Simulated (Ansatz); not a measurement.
**WO₃: energies up the ladder**

The task, for WO₃: energies up the ladder.

Computed with Ansatz 0.2.0 (the levels named in each step, unless a step's input says otherwise).

## (1) The starting structure

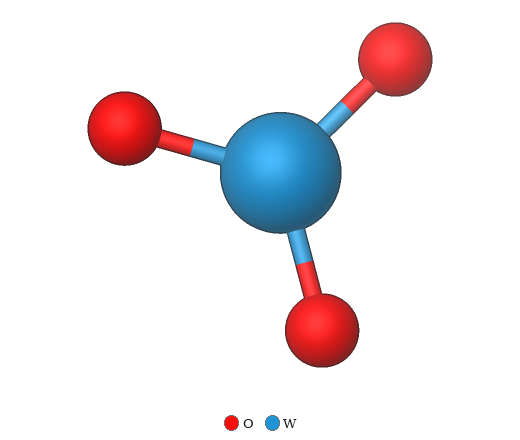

The starting structure, seen from a chosen angle (oxygen red, tungsten blue).

As a file:

```xyz
4

O    -0.1879    1.7073   -0.0244
W     0.0000    0.0000   -0.0001
O     1.5726   -0.6911    0.0043
O    -1.3847   -1.0163    0.0202
```

## (2) A rough first relaxation, PBE-D4/def2-SVPD

input.yaml

```yaml
crystal:
  periodic: [false, false, false]
  atoms:
    - { symbol: O, position_ang: [-0.1879, 1.70727, -0.02439] }
    - { symbol: W, position_ang: [1.0e-05, 1.0e-05, -9.0e-05] }
    - { symbol: O, position_ang: [1.57261, -0.69107, 0.00432] }
    - { symbol: O, position_ang: [-1.38473, -1.01627, 0.02018] }
basis:
  gaussian: { orbitals: def2-SVPD }
hamiltonian:
  xc: pbe
  dispersion: d4
relax:
  f_tol: 0.03
  max_steps: 200
```

Launch:

```bash
$ ansatz run input.yaml --threads 4 --pin off --max-ram 10240MiB --backend cpu --events-out ev --progress --plain --runs-dir out
```

The log of the run:

```text
Warning: RAYON_NUM_THREADS=4 ignored (pool sized by the plan → 4); use --threads N
The last accepted step is kept in <dir> (removed where the run ends without a failure and the disk answers)
Engine: ansatz 0.2.0, x86_64-unknown-linux-gnu
Functional definition: PBE
  parameter kappa = 0.804
  parameter beta = 0.06672455060314922
  exchange = pbe_x(kappa = kappa, mu = beta*pi^2/3)
  correlation = pbe_c(beta = beta)
871 factors; their error is unknown
mean field evaluation 1: about -7929.4526 eV, gradient 1.3e2 eV
mean field evaluation 2: about -7619.8143 eV, gradient 3.5e2 eV
mean field evaluation 4: about -7957.5556 eV, gradient 2.3e1 eV
mean field evaluation 8: about -7958.8241 eV, gradient 9.9e-2 eV
mean field evaluation 16: about -7958.7784 eV, gradient 5.3e-5 eV
mean field -7958.77844138 eV, -292.4797130670 hartree, gradient 5.3e-5 eV, S^2 0.000000; 3 other end points of the search recorded, 0 dependent functions left out
the calculation of the forces begins
reference -7958.77848221 eV, -292.4797145674 hartree; 19, 19 occupied and 85, 85 virtual orbitals, 871 factors
relax step   1: F+E_penalty+E_count = -7958.86412331 eV  Δ(F+E_penalty+E_count) = +0.000e0 eV  max|allowed force component| = 2.159e0 eV/Å  Δτ_max = 0.0000 Å  (80 SCF iters, accepted)
these checks for a lower state are left out or cut short: starts, cluster_reference, orbital_swaps, neighbouring_geometries, increment
871 factors; their error is unknown
mean field evaluation 32: about -7958.9411 eV, gradient 4.2e-1 eV
mean field -7958.89967597 eV, -292.4841683559 hartree, gradient 1.3e-5 eV, S^2 0.000000; 0 other end points of the search recorded, 0 dependent functions left out
the calculation of the forces begins
reference -7958.89971728 eV, -292.4841698741 hartree; 19, 19 occupied and 85, 85 virtual orbitals, 871 factors
relax step   2: F+E_penalty+E_count = -7958.98384437 eV  Δ(F+E_penalty+E_count) = -1.197e-1 eV  max|allowed force component| = 2.000e-1 eV/Å  Δτ_max = 0.0374 Å  (35 SCF iters, accepted)
these checks for a lower state are left out or cut short: starts, cluster_reference, orbital_swaps, neighbouring_geometries, increment
871 factors; their error is unknown
mean field -7959.17855740 eV, -292.4944170596 hartree, gradient 1.0e-5 eV, S^2 0.000000; 0 other end points of the search recorded, 0 dependent functions left out
the calculation of the forces begins
reference -7959.17860174 eV, -292.4944186889 hartree; 19, 19 occupied and 85, 85 virtual orbitals, 871 factors
relax step   3: F+E_penalty+E_count = -7959.26213644 eV  Δ(F+E_penalty+E_count) = -2.783e-1 eV  max|allowed force component| = 1.574e0 eV/Å  Δτ_max = 0.1950 Å  (45 SCF iters, accepted)
these checks for a lower state are left out or cut short: starts, cluster_reference, orbital_swaps, neighbouring_geometries, increment
871 factors; their error is unknown
mean field -7959.75857197 eV, -292.5157322018 hartree, gradient 1.8e-5 eV, S^2 0.000000; 0 other end points of the search recorded, 0 dependent functions left out
the calculation of the forces begins
reference -7959.75861704 eV, -292.5157338581 hartree; 19, 19 occupied and 85, 85 virtual orbitals, 871 factors
relax step   4: F+E_penalty+E_count = -7959.84386512 eV  Δ(F+E_penalty+E_count) = -5.817e-1 eV  max|allowed force component| = 1.739e0 eV/Å  Δτ_max = 0.2000 Å  (39 SCF iters, accepted)
these checks for a lower state are left out or cut short: starts, cluster_reference, orbital_swaps, neighbouring_geometries, increment
871 factors; their error is unknown
mean field evaluation 64: about -7959.8292 eV, gradient 5.0e-4 eV
mean field -7959.82921400 eV, -292.5183282486 hartree, gradient 1.2e-5 eV, S^2 0.000000; 0 other end points of the search recorded, 0 dependent functions left out
the calculation of the forces begins
reference -7959.82925831 eV, -292.5183298769 hartree; 19, 19 occupied and 85, 85 virtual orbitals, 871 factors
relax step   5: F+E_penalty+E_count = -7959.91707536 eV  Δ(F+E_penalty+E_count) = -7.321e-2 eV  max|allowed force component| = 3.609e0 eV/Å  Δτ_max = 0.1945 Å  (38 SCF iters, accepted)
these checks for a lower state are left out or cut short: starts, cluster_reference, orbital_swaps, neighbouring_geometries, increment
871 factors; their error is unknown
mean field -7959.99551604 eV, -292.5244397357 hartree, gradient 2.1e-5 eV, S^2 0.000000; 0 other end points of the search recorded, 0 dependent functions left out
the calculation of the forces begins
reference -7959.99556111 eV, -292.5244413919 hartree; 19, 19 occupied and 85, 85 virtual orbitals, 871 factors
relax step   6: F+E_penalty+E_count = -7960.08316225 eV  Δ(F+E_penalty+E_count) = -1.661e-1 eV  max|allowed force component| = 1.012e-1 eV/Å  Δτ_max = 0.0993 Å  (41 SCF iters, accepted)
these checks for a lower state are left out or cut short: starts, cluster_reference, orbital_swaps, neighbouring_geometries, increment
871 factors; their error is unknown
mean field -7959.99692822 eV, -292.5244916324 hartree, gradient 1.6e-5 eV, S^2 0.000000; 0 other end points of the search recorded, 0 dependent functions left out
the calculation of the forces begins
reference -7959.99697324 eV, -292.5244932869 hartree; 19, 19 occupied and 85, 85 virtual orbitals, 871 factors
relax step   7: F+E_penalty+E_count = -7960.08475602 eV  Δ(F+E_penalty+E_count) = -1.594e-3 eV  max|allowed force component| = 9.355e-2 eV/Å  Δτ_max = 0.0128 Å  (31 SCF iters, accepted)
these checks for a lower state are left out or cut short: starts, cluster_reference, orbital_swaps, neighbouring_geometries, increment
871 factors; their error is unknown
mean field -7959.99707674 eV, -292.5244970903 hartree, gradient 2.7e-5 eV, S^2 0.000000; 0 other end points of the search recorded, 0 dependent functions left out
the calculation of the forces begins
reference -7959.99712177 eV, -292.5244987452 hartree; 19, 19 occupied and 85, 85 virtual orbitals, 871 factors
relax step   8: F+E_penalty+E_count = -7960.08489410 eV  Δ(F+E_penalty+E_count) = -1.381e-4 eV  max|allowed force component| = 4.770e-3 eV/Å  Δτ_max = 0.0028 Å  (32 SCF iters, accepted)
871 factors; their error is unknown
mean field evaluation 96: about -7959.9333 eV, gradient 7.6e0 eV
mean field -7959.99707674 eV, -292.5244970903 hartree, gradient 2.7e-5 eV, S^2 0.000000; 1 other end points of the search recorded, 0 dependent functions left out
the calculation of the forces begins
reference -7959.99712177 eV, -292.5244987452 hartree; 19, 19 occupied and 85, 85 virtual orbitals, 871 factors
Total energy: -7960.08493913 eV, -292.5277259738 hartree
Atom 0 at    -0.174208     1.591351     0.148744 Å, force     0.000316    -0.002922    -0.001528 eV/Å
Atom 1 at    -0.001927    -0.007590    -0.514356 Å, force     0.000023     0.000001     0.004770 eV/Å
Atom 2 at     1.464191    -0.640578     0.175439 Å, force    -0.002719     0.001182    -0.001607 eV/Å
Atom 3 at    -1.288066    -0.943244     0.190193 Å, force     0.002380     0.001740    -0.001635 eV/Å
Dipole moment:    -0.004324    -0.017005    -1.155408 e Å
```

It took 4.4 s on 4 threads of AMD EPYC 9R45 (Zen 5), shared host; peak memory 0.2 GiB.

The steps of the relaxation:

```
step  energy from step 1 (eV)  largest force component (eV/Å)
   1                   0.0000                          2.1590
   2                  -0.1197                          0.2000
   3                  -0.3980                          1.5744
   4                  -0.9797                          1.7389
   5                  -1.0530                          3.6085
   6                  -1.2190                          0.1012
   7                  -1.2206                          0.0935
   8                  -1.2208                          0.0048
```

Step 1 is the start.

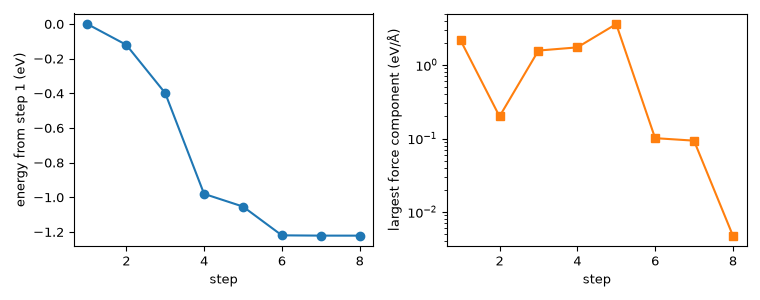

Energy and largest force along the relaxation.

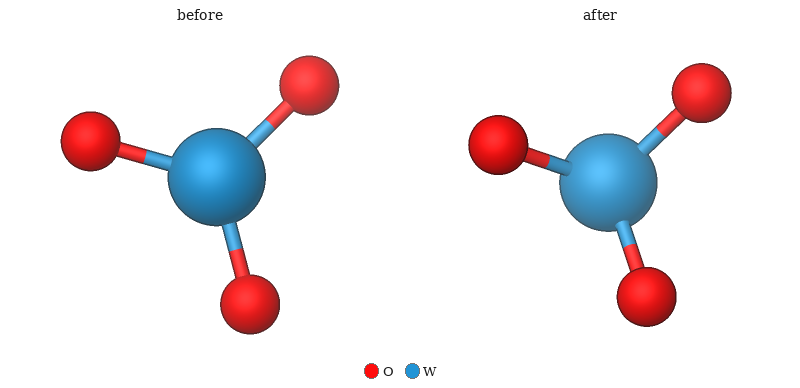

The structure before (left) and after (right) the relaxation, drawn at the same scale.

Before: Bond lengths: O1–W2 1.718 Å, W2–O3 1.718 Å, W2–O4 1.718 Å. Angles: O1–W2–O3 120.0°, O1–W2–O4 120.0°, O3–W2–O4 120.0°.

After: Bond lengths: O1–W2 1.740 Å, W2–O3 1.740 Å, W2–O4 1.740 Å. Angles: O1–W2–O3 105.5°, O1–W2–O4 105.5°, O3–W2–O4 105.5°.

## (3) Relaxation, PBE0-D4/def2-TZVPPD

input.yaml

```yaml
crystal:
  periodic: [false, false, false]
  atoms:
    - { symbol: O, position_ang: [-0.17420831, 1.59135144, 0.14874436] }
    - { symbol: W, position_ang: [-0.00192665, -0.00758952, -0.51435602] }
    - { symbol: O, position_ang: [1.46419135, -0.64057802, 0.17543896] }
    - { symbol: O, position_ang: [-1.28806639, -0.94324389, 0.19019271] }
basis:
  gaussian: { orbitals: def2-TZVPPD.json }
hamiltonian:
  xc: pbe0
  dispersion: d4
relax:
  f_tol: 0.002
  max_steps: 150
```

Launch:

```bash
$ ansatz run input.yaml --threads 4 --pin off --max-ram 10240MiB --backend cpu --events-out ev --progress --plain --runs-dir out
```

The log of the run, cut to the lines that bear on the results:

```text
Warning: RAYON_NUM_THREADS=4 ignored (pool sized by the plan → 4); use --threads N
[...]
Functional definition: PBE0
[...]
979 factors; their error is unknown
[...]
mean field -7964.69829948 eV, -292.6972638396 hartree, gradient 5.3e-5 eV, S^2 0.000000; 0 other end points of the search recorded, 0 dependent functions left out
[...]
reference -7964.69834382 eV, -292.6972654691 hartree; 19, 19 occupied and 160, 160 virtual orbitals, 979 factors
relax step   1: F+E_penalty+E_count = -7964.77168045 eV  Δ(F+E_penalty+E_count) = +0.000e0 eV  max|allowed force component| = 2.665e0 eV/Å  Δτ_max = 0.0000 Å  (33 SCF iters, accepted)
[...]
relax step   4: F+E_penalty+E_count = -7964.86023115 eV  Δ(F+E_penalty+E_count) = -8.765e-4 eV  max|allowed force component| = 2.633e-3 eV/Å  Δτ_max = 0.0071 Å  (37 SCF iters, accepted)
[...]
relax step   5: F+E_penalty+E_count = -7964.86023219 eV  Δ(F+E_penalty+E_count) = -1.043e-6 eV  max|allowed force component| = 6.607e-5 eV/Å  Δτ_max = 0.0003 Å  (39 SCF iters, accepted)
979 factors; their error is unknown
[...]
mean field -7964.78643637 eV, -292.7005028106 hartree, gradient 2.8e-5 eV, S^2 0.000000; 1 other end points of the search recorded, 0 dependent functions left out
[...]
reference -7964.78648026 eV, -292.7005044233 hartree; 19, 19 occupied and 160, 160 virtual orbitals, 979 factors
Total energy: -7964.86027608 eV, -292.7032163697 hartree
Atom 0 at    -0.173903     1.587828     0.133397 Å, force     0.000005    -0.000048    -0.000026 eV/Å
Atom 1 at    -0.001755    -0.006900    -0.468181 Å, force    -0.000002     0.000017     0.000066 eV/Å
Atom 2 at     1.461083    -0.639477     0.160040 Å, force    -0.000028     0.000013    -0.000020 eV/Å
Atom 3 at    -1.285434    -0.941511     0.174763 Å, force     0.000025     0.000018    -0.000020 eV/Å
Dipole moment:    -0.004425    -0.017377    -1.181889 e Å
```

Run time: 6.1 s. Hardware: 4 threads of AMD EPYC 9R45 (Zen 5), shared host; peak memory 0.41 GiB.

Relaxation path:

```csv
step,E - E(step 1) (eV),largest force component (eV/Å)
1,0.0000,2.6650
2,-0.0761,0.6158
3,-0.0877,0.1037
4,-0.0886,0.0026
5,-0.0886,0.0001
```

Step 1 is the start.

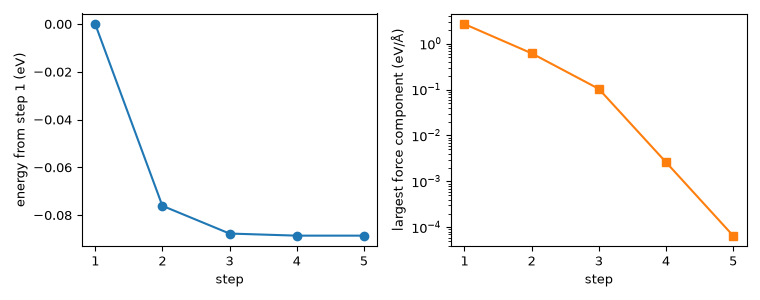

Energy and largest force along the relaxation.

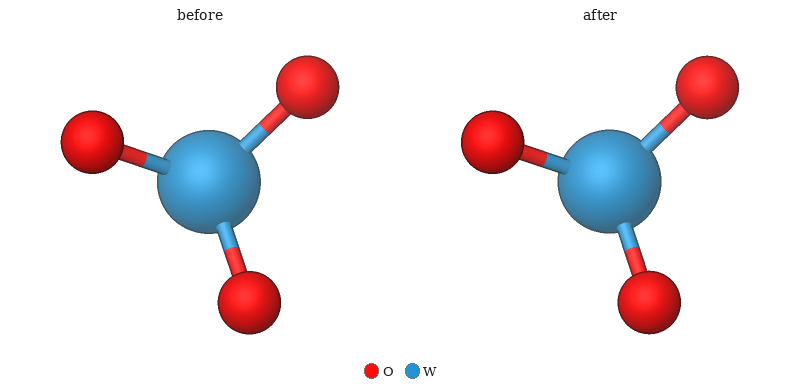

The structure before (left) and after (right) the relaxation, drawn at the same scale.

Before: Bond lengths: O1–W2 1.740 Å, W2–O3 1.740 Å, W2–O4 1.740 Å. Angles: O1–W2–O3 105.5°, O1–W2–O4 105.5°, O3–W2–O4 105.5°.

After: Bond lengths: O1–W2 1.713 Å, W2–O3 1.713 Å, W2–O4 1.713 Å. Angles: O1–W2–O3 107.5°, O1–W2–O4 107.5°, O3–W2–O4 107.5°.

## (4) Frequencies, PBE0-D4/def2-TZVPPD

input.yaml

```yaml
crystal:
  periodic: [false, false, false]
  atoms:
    - { symbol: O, position_ang: [-0.17390318, 1.58782819, 0.13339715] }
    - { symbol: W, position_ang: [-0.00175491, -0.00690008, -0.46818069] }
    - { symbol: O, position_ang: [1.46108254, -0.63947681, 0.16004028] }
    - { symbol: O, position_ang: [-1.28543445, -0.94151129, 0.17476327] }
basis:
  gaussian: { orbitals: def2-TZVPPD.json }
hamiltonian:
  xc: pbe0
  dispersion: d4
phonons: {}
```

Launch:

```bash
$ ansatz run input.yaml --threads 4 --pin off --max-ram 10240MiB --backend cpu --events-out ev --progress --plain --runs-dir out
```

The log of the run, cut to the lines that bear on the results:

```text
Warning: RAYON_NUM_THREADS=4 ignored (pool sized by the plan → 4); use --threads N
[...]
[... 1 set-up line as earlier in the session ...]
[...]
979 factors; their error is unknown
[...]
mean field -7964.78643637 eV, -292.7005028105 hartree, gradient 4.4e-5 eV, S^2 0.000000; 0 other end points of the search recorded, 0 dependent functions left out
[...]
reference -7964.78648026 eV, -292.7005044233 hartree; 19, 19 occupied and 160, 160 virtual orbitals, 979 factors
[...]
979 factors; their error is unknown
mean field -7964.78642009 eV, -292.7005022123 hartree, gradient 9.5e-7 eV, S^2 0.000000; 0 other end points of the search recorded, 0 dependent functions left out
[...]
reference -7964.78646398 eV, -292.7005038250 hartree; 19, 19 occupied and 160, 160 virtual orbitals, 979 factors
[...]
979 factors; their error is unknown
[...]
reference -7964.78646229 eV, -292.7005037631 hartree; 19, 19 occupied and 160, 160 virtual orbitals, 979 factors
[...]
979 factors; their error is unknown
mean field -7964.78641240 eV, -292.7005019297 hartree, gradient 1.0e-6 eV, S^2 0.000000; 0 other end points of the search recorded, 0 dependent functions left out
[...]
reference -7964.78645628 eV, -292.7005035423 hartree; 19, 19 occupied and 160, 160 virtual orbitals, 979 factors
Total energy: -7964.86027608 eV, -292.7032163696 hartree
Atom 0 at    -0.173903     1.587828     0.133397 Å, force    -0.000015     0.000095     0.000029 eV/Å
Atom 1 at    -0.001755    -0.006900    -0.468181 Å, force     0.000369    -0.000161     0.000069 eV/Å
Atom 2 at     1.461083    -0.639477     0.160040 Å, force    -0.000275     0.000119    -0.000128 eV/Å
Atom 3 at    -1.285434    -0.941511     0.174763 Å, force    -0.000079    -0.000052     0.000031 eV/Å
Dipole moment:    -0.004427    -0.017383    -1.181889 e Å
Vibrations: 285.89 349.45 349.48 966.01 966.03 1052.26 cm⁻¹, zero-point energy 0.246054 eV
```

Run time: 12 s. Hardware: 4 threads of AMD EPYC 9R45 (Zen 5), shared host; peak memory 0.41 GiB.

Harmonic frequencies (cm⁻¹; negative: imaginary): 286, 349, 349, 966, 966, 1052.

(Part 1 of 2 ends here.)
